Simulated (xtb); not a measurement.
**Run report: Si3PH9O, geometry relaxation (part 3 of 4)**

Continued. System: Si3PH9O. Method: GFN0-xTB (xtb 6.7.1). 

Geometry of the input (Å):
```
O  -0.8020  1.7182  0.5951
P  0.4471  0.7930  1.3600
Si -0.7739  -0.9640  1.7855
Si 1.4928  0.3981  -0.4819
Si 0.0595  -0.0094  -2.1732
H  -1.0808  2.1990  1.0768
H  0.5743  -2.0296  2.3622
H  -1.8465  -0.8415  2.8241
H  -1.1877  -1.7866  0.7304
H  2.2008  1.5874  -0.8123
H  2.4517  -0.7609  -0.1272
H  -0.4860  -1.3778  -2.1810
H  -0.9393  0.7320  -2.4038
H  0.8064  0.1445  -3.5098
```

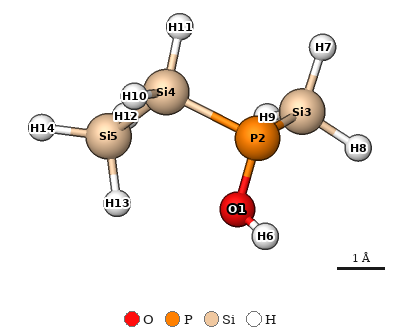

The geometry at step 6 of the log (ball-and-stick view, seen at a tilt; atoms are numbered from 1 in the order of the input).

**Output, continued**
```
14
 xtb: 6.7.1 (unknown-commit)
O           -0.81250205829582        1.99900584484856        0.78862221101967
P            0.34533406959846        1.06597890394175        1.40745916018907
Si          -0.52645159869522       -0.96635393716420        1.64322844606383
Si           1.38775372132748        0.28900234830036       -0.41257335436466
Si           0.06501249146397       -0.19156794826743       -2.22066403478733
H           -1.10486506590437        2.66172443031299        1.41742478534155
H            0.44340179772852       -1.79267605441964        2.35887980788280
H           -1.75221389937135       -0.95827139448281        2.43577719900688
H           -0.85170434283083       -1.68090052283109        0.40379059791594
H            2.46345096317650        1.19791768789707       -0.80622421898414
H            2.07497410801571       -0.90537524660958        0.07472532896967
H           -0.07775296957901       -1.62510374224427       -2.49482513854982
H           -1.30871616433480        0.30955841306283       -2.08599952705036
H            0.57088594770529        0.39940921765403       -3.46481526265423

 Bond Distances (Angstroems)
 ---------------------------
O1-P2=1.6106         O1-H6=0.9592         P2-O1=1.6106         P2-Si3=2.2240        P2-Si4=2.2367        Si3-P2=2.2240
Si3-H7=1.4614        Si3-H8=1.4597        Si3-H9=1.4672        Si4-P2=2.2367        Si4-Si5=2.2912       Si4-H10=1.4623
Si4-H11=1.4616       Si5-Si4=2.2912       Si5-H12=1.4665       Si5-H13=1.4685       Si5-H14=1.4673       H6-O1=0.9592
H7-Si3=1.4614        H8-Si3=1.4597        H9-Si3=1.4672        H10-Si4=1.4623       H11-Si4=1.4616       H12-Si5=1.4665
H13-Si5=1.4685       H14-Si5=1.4673
 O  H  Rav=0.9592 sigma=0.0000  Rmin=0.9592  Rmax=0.9592     1
 Si H  Rav=1.4643 sigma=0.0032  Rmin=1.4597  Rmax=1.4685     8
 Si Si Rav=2.2912 sigma=0.0000  Rmin=2.2912  Rmax=2.2912     1
 P  O  Rav=1.6106 sigma=0.0000  Rmin=1.6106  Rmax=1.6106     1
 P  Si Rav=2.2303 sigma=0.0064  Rmin=2.2240  Rmax=2.2367     2

 selected bond angles (degree)
 --------------------
H6-O1-P2=111.56                Si3-P2-O1=106.76               Si4-P2-O1=102.92               Si4-P2-Si3= 87.22
H7-Si3-P2=107.97               H8-Si3-P2=112.44               H8-Si3-H7=107.13               H9-Si3-P2=116.26
H9-Si3-H7=106.59               H9-Si3-H8=105.97               Si5-Si4-P2=116.48              H10-Si4-P2=110.24
H10-Si4-Si5=110.04             H11-Si4-P2=103.40              H11-Si4-Si5=111.29             H11-Si4-H10=104.58
H12-Si5-Si4=114.13             H13-Si5-Si4=113.34             H13-Si5-H12=105.05             H14-Si5-Si4=112.68
H14-Si5-H12=105.59             H14-Si5-H13=105.24

 selected dihedral angles (degree)
 ---------------------------------
Si3-P2-O1-H6=112.20           Si4-P2-O1-H6=203.18           H7-Si3-P2-O1=187.09           H7-Si3-P2-Si4= 84.43
H8-Si3-P2-O1=305.05           H8-Si3-P2-Si4=202.39          H9-Si3-P2-O1= 67.45           H9-Si3-P2-Si4=324.78
Si5-Si4-P2-O1=322.97          Si5-Si4-P2-Si3= 69.53         H10-Si4-P2-O1= 89.24          H10-Si4-P2-Si3=195.81
H11-Si4-P2-O1=200.57          H11-Si4-P2-Si3=307.13         H12-Si5-Si4-P2=251.14         H12-Si5-Si4-H10=124.76
H12-Si5-Si4-H11=  9.31        H13-Si5-Si4-P2= 11.35         H13-Si5-Si4-H10=244.97        H13-Si5-Si4-H11=129.51
H14-Si5-Si4-P2=130.72         H14-Si5-Si4-H10=  4.34        H14-Si5-Si4-H11=248.89

 CMA Distance (Angstroems)
 ---------------------------
R(CMA):  2.2319
           -------------------------------------------------
          |                Final Singlepoint                |
           -------------------------------------------------

          ...................................................
          :                      SETUP                      :
          :.................................................:
          :  # basis functions                  62          :
          :  # atomic orbitals                  58          :
          :  # shells                           32          :
          :  # electrons                        32          :
          :  electronic temp.          300.0000000     K    :
          :  accuracy                    1.0000000          :
          :  -> integral cutoff          0.2500000E+02      :
          :  -> integral neglect         0.1000000E-07      :
          ...................................................
  Checking positiv definite overlap ...  done.

         #    Occupation            Energy/Eh            Energy/eV
      -------------------------------------------------------------
         1        2.0000           -0.6915164             -18.8171
       ...           ...                  ...                  ...
        10        2.0000           -0.4726165             -12.8606
        11        2.0000           -0.4721669             -12.8483
        12        2.0000           -0.4599538             -12.5160
        13        2.0000           -0.4577549             -12.4561
        14        2.0000           -0.3989927             -10.8571
        15        2.0000           -0.3822265             -10.4009
        16        2.0000           -0.3728417             -10.1455 (HOMO)
        17                         -0.2771263              -7.5410 (LUMO)
        18                         -0.2648252              -7.2063
        19                         -0.2558288              -6.9615
        20                         -0.2456111              -6.6834
        21                         -0.2321373              -6.3168
       ...                                ...                  ...
        58                          1.8616567              50.6583
      -------------------------------------------------------------
                  HL-Gap            0.0957154 Eh            2.6045 eV
             Fermi-level            0.0000000 Eh            0.0000 eV

 EHT (total)                   0 d,  0 h,  0 min,  0.007 sec
 EHT setup                      ...        0 min,  0.000 sec (  0.566%)
 Coordination number            ...        0 min,  0.000 sec (  0.280%)
 EEQ model density              ...        0 min,  0.000 sec (  0.625%)
 D4 Dispersion                  ...        0 min,  0.000 sec (  1.474%)
 Integral evaluation            ...        0 min,  0.002 sec ( 32.560%)
 Cholesky factorization         ...        0 min,  0.000 sec (  0.483%)
 Zeroth order Hamiltonian       ...        0 min,  0.001 sec ( 10.154%)
 Gradient calculation           ...        0 min,  0.004 sec ( 51.677%)

         :::::::::::::::::::::::::::::::::::::::::::::::::::::
         ::                     SUMMARY                     ::
         :::::::::::::::::::::::::::::::::::::::::::::::::::::
         :: total energy             -16.175851970373 Eh    ::
         :: gradient norm              0.001276757023 Eh/a0 ::
         :: HOMO-LUMO gap              2.604548886631 eV    ::
         ::.................................................::
         :: H0 energy                -16.207441312721 Eh    ::
         :: repulsion energy           0.150385074360 Eh    ::
         :: electrostat energy        -0.113893848263 Eh    ::
         :: -> Gsolv                   0.000000000000 Eh    ::
         ::    -> Gsasa                0.000000000000 Eh    ::
         ::    -> Gshift               0.000000000000 Eh    ::
         :: dispersion energy         -0.004901883749 Eh    ::
         :: short-range corr.          0.000000000000 Eh    ::
         :: add. restraining           0.000000000000 Eh    ::
         :: total charge              -0.000000000000 e     ::
         :::::::::::::::::::::::::::::::::::::::::::::::::::::

           -------------------------------------------------
          |                Property Printout                |
           -------------------------------------------------

    * Orbital Energies and Occupations

         #    Occupation            Energy/Eh            Energy/eV
      -------------------------------------------------------------
         1        2.0000           -0.6915164             -18.8171
       ...           ...                  ...                  ...
         4        2.0000           -0.5994249             -16.3112
         5        2.0000           -0.5775130             -15.7149
         6        2.0000           -0.5194785             -14.1357
         7        2.0000           -0.4774625             -12.9924
         8        2.0000           -0.4743602             -12.9080
         9        2.0000           -0.4738704             -12.8947
        10        2.0000           -0.4726165             -12.8606
        11        2.0000           -0.4721669             -12.8483
        12        2.0000           -0.4599538             -12.5160
        13        2.0000           -0.4577549             -12.4561
        14        2.0000           -0.3989927             -10.8571
        15        2.0000           -0.3822265             -10.4009
        16        2.0000           -0.3728417             -10.1455 (HOMO)
        17                         -0.2771263              -7.5410 (LUMO)
        18                         -0.2648252              -7.2063
        19                         -0.2558288              -6.9615
        20                         -0.2456111              -6.6834
        21                         -0.2321373              -6.3168
        22                         -0.2215313              -6.0282
        23                         -0.2104260              -5.7260
        24                         -0.1993164              -5.4237
        25                         -0.1901176              -5.1734
        26                         -0.1409731              -3.8361
        27                         -0.1341737              -3.6511
       ...                                ...                  ...
        58                          1.8616567              50.6583
      -------------------------------------------------------------
                  HL-Gap            0.0957154 Eh            2.6045 eV
             Fermi-level            0.0000000 Eh            0.0000 eV

     #   Z          covCN         q      C6AA      α(0)
     1   8          1.613    -0.665    26.584     6.973
     2  15          2.735     0.093   160.311    22.726
     3  14          3.806     0.421   139.829    21.835
     4  14          3.835     0.335   142.856    22.067
     5  14          3.701     0.379   141.582    21.994
     6   1          0.874     0.312     0.678     1.289
     7   1          0.919    -0.118     6.229     3.903
     8   1          0.919    -0.098     5.511     3.672
     9   1          0.917    -0.123     6.425     3.964
    10   1          0.919    -0.105     5.744     3.749
    11   1          0.919    -0.127     6.608     4.020
    12   1          0.917    -0.110     5.929     3.808
    13   1          0.917    -0.086     5.096     3.531
    14   1          0.917    -0.108     5.851     3.783

 Mol. C6AA /au·bohr⁶  :       5390.573915
 Mol. C8AA /au·bohr⁸  :     238064.898303
 Mol. α(0) /au        :        127.314796

Wiberg/Mayer (AO) data.
largest (>0.10) Wiberg bond orders for each atom

 ---------------------------------------------------------------------------
     #   Z sym  total        # sym  WBO       # sym  WBO       # sym  WBO
 ---------------------------------------------------------------------------
     1   8      2.375 --     2      1.322     6      0.956
     2  15      3.567 --     1      1.322     3      1.056     4      1.014
     3  14      3.918 --     2      1.056     7      0.877     8      0.877
                             9      0.856     4      0.145
     4  14      4.020 --     2      1.014     5      0.998    10      0.846
                            11      0.839     3      0.145
     5  14      3.775 --     4      0.998    12      0.868    13      0.867
                            14      0.864
     6   1      0.989 --     1      0.956
     7   1      0.908 --     3      0.877
     8   1      0.905 --     3      0.877
     9   1      0.908 --     3      0.856
    10   1      0.919 --     4      0.846
    11   1      0.920 --     4      0.839
    12   1      0.910 --     5      0.868
    13   1      0.908 --     5      0.867
    14   1      0.908 --     5      0.864
 ---------------------------------------------------------------------------

Topologies differ in total number of bonds
Writing topology from bond orders to xtbtopo.mol

 dipole moment from electron density (au)
     X       Y       Z
  -0.2606   1.1067   0.3973  total (Debye):    3.061

           -------------------------------------------------
          |                Geometry Summary                 |
           -------------------------------------------------

      molecular mass/u    :      140.3011298
   center of mass at/Å    :        0.1722997       0.2721541       0.1869441
  moments of inertia/u·Å² :        0.2141151E+03   0.4140241E+03   0.4723828E+03
rotational constants/cm⁻¹ :        0.7873164E-01   0.4071654E-01   0.3568638E-01

 * 13 selected distances

     #   Z          #   Z                                           value/Å
     1   8          2  15                                         1.6106159
     2  15          3  14                                         2.2239548
     2  15          4  14                                         2.2367053
     4  14          5  14                                         2.2912409 (max)
     1   8          6   1                                         0.9592001 (min)
     3  14          7   1                                         1.4613628
     3  14          8   1                                         1.4596892
     3  14          9   1                                         1.4671649
     4  14         10   1                                         1.4622630
     4  14         11   1                                         1.4615985
     5  14         12   1                                         1.4664827
     5  14         13   1                                         1.4684662
     5  14         14   1                                         1.4673359

 * 5 distinct bonds (by element types)

   Z      Z             #   av. dist./Å        max./Å        min./Å
   1 H    8 O           1     0.9592001     0.9592001     0.9592001
   1 H   14 Si          8     1.4642954     1.4684662     1.4596892
  14 Si  14 Si          1     2.2912409     2.2912409     2.2912409
   8 O   15 P           1     1.6106159     1.6106159     1.6106159
  14 Si  15 P           2     2.2303301     2.2367053     2.2239548

optimized geometry written to: xtbopt.xyz

           -------------------------------------------------
          | TOTAL ENERGY              -16.175851970373 Eh   |
          | GRADIENT NORM               0.001276757023 Eh/α |
          | HOMO-LUMO GAP               2.604548886631 eV   |
           -------------------------------------------------

------------------------------------------------------------------------
------------------------------------------------------------------------
 total:
 *  cpu-time:     0 d,  0 h,  0 min,  0.216 sec
 * ratio c/w:     0.999 speedup
 SCF:
 *  cpu-time:     0 d,  0 h,  0 min,  0.008 sec
 * ratio c/w:     1.000 speedup
 ANC optimizer:
 *  cpu-time:     0 d,  0 h,  0 min,  0.194 sec
 * ratio c/w:     0.999 speedup
```

**Standard error**
```
normal termination of xtb
```

**Trajectory as extended XYZ (Å, eV, eV/Å), 14 of the 25 frames kept, from step=0 to step=24**
```
14
Properties=species:S:1:pos:R:3 step=0 energy=-436.60551
O    -0.8020    1.7182    0.5951
P     0.4471    0.7930    1.3600
Si   -0.7739   -0.9640    1.7855
Si    1.4928    0.3981   -0.4819
Si    0.0595   -0.0094   -2.1732
H    -1.0808    2.1990    1.0768
H     0.5743   -2.0296    2.3622
H    -1.8465   -0.8415    2.8241
H    -1.1877   -1.7866    0.7304
H     2.2008    1.5874   -0.8123
H     2.4517   -0.7609   -0.1272
H    -0.4860   -1.3778   -2.1810
H    -0.9393    0.7320   -2.4038
H     0.8064    0.1445   -3.5098
14
Properties=species:S:1:pos:R:3 step=2 energy=-440.00477
O    -0.7813    1.7050    0.5445
P     0.3803    0.8376    1.3858
Si   -0.6366   -1.0987    1.8396
Si    1.5236    0.3548   -0.4767
Si    0.0952   -0.0561   -2.2370
H    -1.1730    2.3331    1.1655
H     0.4158   -1.9599    2.3847
H    -1.7415   -0.8662    2.7898
H    -1.2281   -1.7890    0.7022
H     2.2573    1.5596   -0.8000
H     2.4687   -0.7205   -0.1667
H    -0.4678   -1.4072   -2.2006
H    -1.0128    0.8040   -2.3633
H     0.8169    0.1057   -3.5230
14
Properties=species:S:1:pos:R:3 step=4 energy=-440.11037
O    -0.8580    1.7650    0.6116
P     0.3140    0.8774    1.3311
Si   -0.6003   -1.0928    1.8114
Si    1.5058    0.3582   -0.4920
Si    0.1478   -0.0981   -2.2787
H    -1.2152    2.3933    1.2492
H     0.3793   -1.9924    2.4337
H    -1.6829   -0.8733    2.7700
H    -1.2282   -1.7926    0.6858
H     2.3627    1.5118   -0.7881
H     2.4488   -0.6862   -0.1678
H    -0.4281   -1.4451   -2.2729
H    -1.0025    0.8256   -2.2566
H     0.7735    0.0514   -3.5919
14
Properties=species:S:1:pos:R:3 step=6 energy=-440.12864
O    -0.8571    1.7733    0.6635
P     0.3293    0.8967    1.3358
Si   -0.6157   -1.0674    1.7685
Si    1.4970    0.3573   -0.4960
Si    0.1493   -0.1016   -2.2893
H    -1.2039    2.4045    1.2984
H     0.3975   -1.9247    2.3990
H    -1.6677   -0.8887    2.7673
H    -1.2124   -1.8183    0.6687
H     2.3726    1.4947   -0.7890
H     2.3914   -0.7256   -0.0934
H    -0.4036   -1.4589   -2.2792
H    -1.0167    0.7920   -2.2972
H     0.7565    0.0689   -3.6124
14
Properties=species:S:1:pos:R:3 step=7 energy=-440.13518
O    -0.8604    1.7986    0.6834
P     0.3175    0.9082    1.3341
Si   -0.6013   -1.0667    1.7725
Si    1.4800    0.3567   -0.4946
Si    0.1508   -0.1058   -2.2929
H    -1.2036    2.4281    1.3199
H     0.4093   -1.9239    2.3762
H    -1.6673   -0.8966    2.7584
H    -1.1989   -1.8121    0.6662
H     2.3828    1.4736   -0.7888
H     2.3595   -0.7341   -0.0784
H    -0.3855   -1.4702   -2.2865
H    -1.0264    0.7728   -2.3116
H     0.7601    0.0737   -3.6130
14
Properties=species:S:1:pos:R:3 step=9 energy=-440.14399
O    -0.8624    1.8571    0.7329
P     0.3011    0.9448    1.3534
Si   -0.5837   -1.0511    1.7613
Si    1.4413    0.3549   -0.4762
Si    0.1427   -0.1189   -2.3045
H    -1.2002    2.4887    1.3666
H     0.4496   -1.9027    2.3398
H    -1.6595   -0.9306    2.7457
H    -1.1644   -1.7908    0.6392
H     2.3982    1.4199   -0.7834
H     2.2710   -0.7695   -0.0652
H    -0.3402   -1.5048   -2.3220
H    -1.0655    0.7171   -2.3396
H     0.7886    0.0883   -3.6033
```
